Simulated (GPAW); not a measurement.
## How far to go with the plane-wave cutoff: Yb (Fm-3m, 1 atom in the cell)

```
CELL_PARAMETERS angstrom
      0.00000     2.75370     2.75370
      2.75370     0.00000     2.75370
      2.75370     2.75370     0.00000
ATOMIC_POSITIONS crystal
  Yb 0.00000 0.00000 0.00000
```

Method: PBE, GPAW PAW datasets PBE (gpaw-data 1.0.1) (plane waves; GPAW).

Base settings: mode = pw; ecut = 850 eV; xc = PBE; kpts = 4 4 4; mesh shift (steps) = 0 0 0; occupations.name = fermi-dirac; occupations.width = 0.1 eV; nbands = -5; convergence.forces = 0.001 eV/Å; symmetry.symmorphic = false.

The second cell is the first with its lattice scaled by 0.98.

The mesh stays at the base's, so the ladder's end is converged at best in this setting alone.

Only quantities that move along the ladder and can be compared are tabulated.

The count of work is k-points × plane waves × bands × iterations; it is no time. 

The starting cell has typed, rounded lattice constants, without a prior relaxation at this level. Its lattice was rescaled by up to half a per cent. Spin polarisation is off. Without a gap this mesh is coarse (it stands for a supercell whose shortest vector is 16 Å).

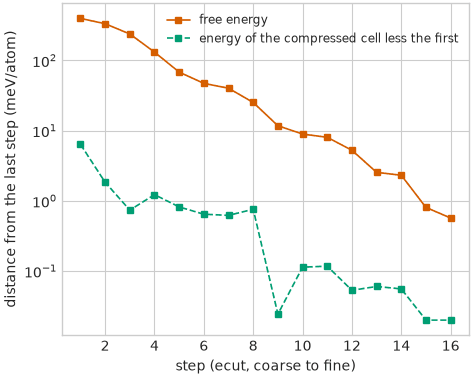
Distance from the last step along the ladder; very small values are drawn at a floor.

| ecut | free energy less the last step's (meV/atom) | energy of the compressed cell less the first (meV/atom) | pressure (GPa) | count of work / last |
|---|---|---|---|---|
| 300 eV | 397.26 | -30.55 | -3.13 | 0.076 |
| 340 eV | 333.65 | -25.99 | -3.94 | 0.069 |
| 380 eV | 238.34 | -24.89 | -4.54 | 0.082 |
| 425 eV | 131.47 | -25.38 | -4.07 | 0.094 |
| 470 eV | 68.21 | -23.33 | -3.00 | 0.11 |
| 510 eV | 47.15 | -24.80 | -2.27 | 0.11 |
| 595 eV | 40.20 | -24.77 | -2.12 | 0.15 |
| 680 eV | 25.22 | -24.91 | -2.30 | 0.18 |
| 765 eV | 11.74 | -24.18 | -2.08 | 0.26 |
| 850 eV | 8.94 | -24.27 | -1.92 | 0.32 |
| 935 eV | 8.03 | -24.27 | -1.97 | 0.36 |
| 1020 eV | 5.25 | -24.21 | -1.98 | 0.47 |
| 1150 eV | 2.55 | -24.21 | -1.92 | 0.49 |
| 1275 eV | 2.31 | -24.21 | -1.88 | 0.47 |
| 1490 eV | 0.80 | -24.15 | -1.89 | 0.60 |
| 1700 eV | 0.57 | -24.15 | -1.91 | 0.76 |
| 2040 eV | 0.00 | -24.15 | -1.91 | 1.0 |

Coarsest ecut that holds the energy of the compressed cell less the first within 2 meV/atom of the last step, with all finer ones: 340 eV, at 0.069 of the last step's count of work; the step before is off by 6.4 meV/atom.

State of the free energy at the end of the ladder: still drifting one way, by 0.80 meV/atom over the last two steps, so the last step is no safe reference.

Coarsest ecut that holds the pressure within 1 GPa of the last step, with all finer ones: 510 eV, at 0.11 of the last step's count of work; the step before is off by 1.1 GPa.

The energy difference between the two cells stays within 1 meV/atom of the last step's from 470 eV on, the total only from 1490 eV on: much of the error is common to both cells and cancels.

Two neighbours can agree and both be off: 850 eV and 935 eV differ by 0.91 meV/atom in the free energy, yet lie about 8.0 meV/atom from the last step.

At the lowest cutoff the pressure lies 1.2 GPa under the last step's, the usual sign of Pulay stress in an incomplete plane-wave basis.
